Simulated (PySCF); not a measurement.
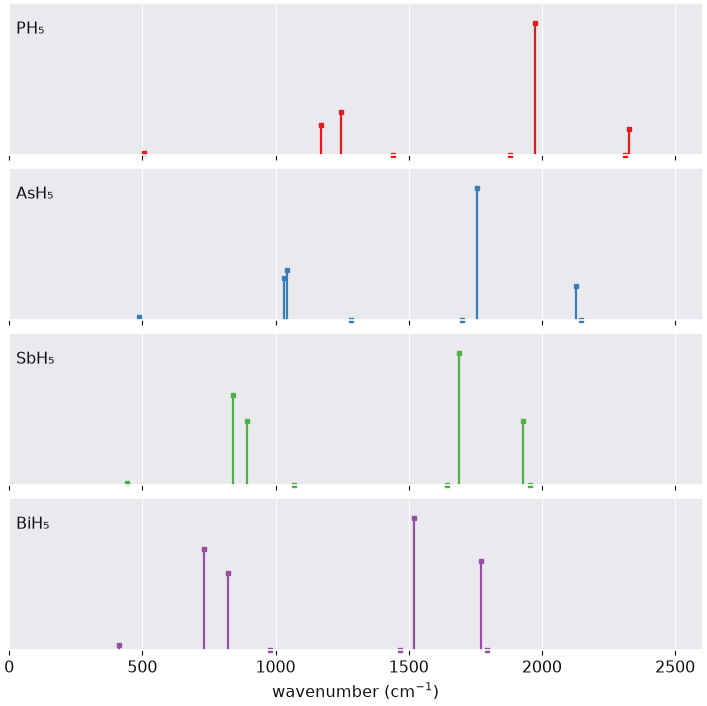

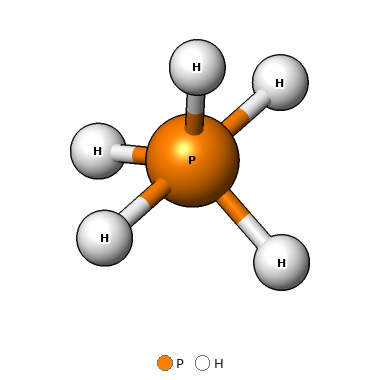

Harmonic infrared lines of PH₅, AsH₅, SbH₅ and BiH₅, all D3h singlets, each the lowest point that its search found (PH₅ is drawn); the central atom changes down one group of the periodic table. PBE0/def2-TZVP (core potentials past Kr), PySCF 2.14.0, unscaled, no spin-orbit coupling; each panel is scaled to its strongest line, degenerate modes are one line with their intensities summed, and dots on the axis are modes too weak to show or inactive.

How do the bond length and the stretches change along the series?

Mean bond length: PH₅ 1.449, AsH₅ 1.559, SbH₅ 1.734, BiH₅ 1.816 Å, rising down the group. Highest e' mode: PH₅ 2326, AsH₅ 2130, SbH₅ 1928, BiH₅ 1772 cm⁻¹, falling down the group.

Limits of at least one run: no scalar relativity; spin-orbit coupling is left out, and with Bi it can shift these values.
